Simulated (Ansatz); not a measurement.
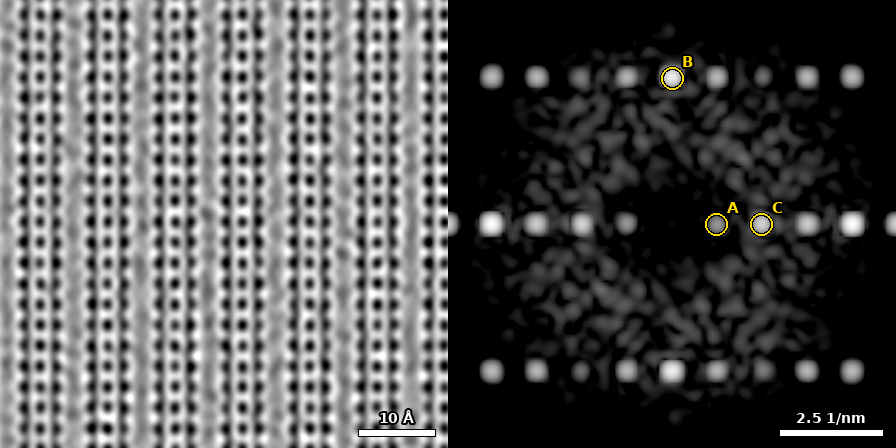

Phase-contrast TEM-like image of a crystal. Simulated in the weak-phase-object approximation with neutral-atom potentials: 300 kV, Cs = 0.60 mm, defocus −412 Å (negative is underfocus), defocus spread 30 Å, aperture 0.58 1/Å. The speckle of an amorphous layer was added.

The right panel is the modulus of the image's Fourier transform on a logarithmic scale.

> Which lattice spacings do the marked spots stand for, and what angle do A and B enclose?

A: 9.0 Å, B: 2.8 Å, C: 4.5 Å; A and B enclose about 90°.

The crystal is SrTa₂O₇F₂ (I4/mmm, No. 139) along [110]; the spots are (002), (1 -1 0) and (004). Model: the end point of a relaxation (final pressure about 2.4 GPa) with DFT, PAW plane waves, r2scan in Ansatz; the starting structure was generated, so it need not be a known form of this composition.
